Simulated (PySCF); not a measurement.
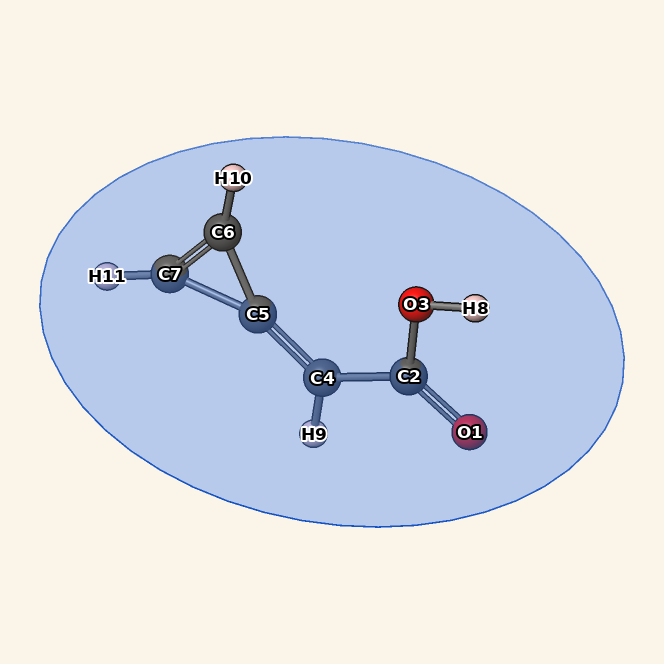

A disc through the centre of mass is drawn in. Distant atoms are faded towards the background colour. Computed geometry: GFN2-xTB optimisation. No frequency run is at hand to confirm it as a minimum.

Is the plane of the disc a mirror plane of the structure?

No. The point group is Cs, with 1 mirror plane, and this plane isn't one of its mirror planes.
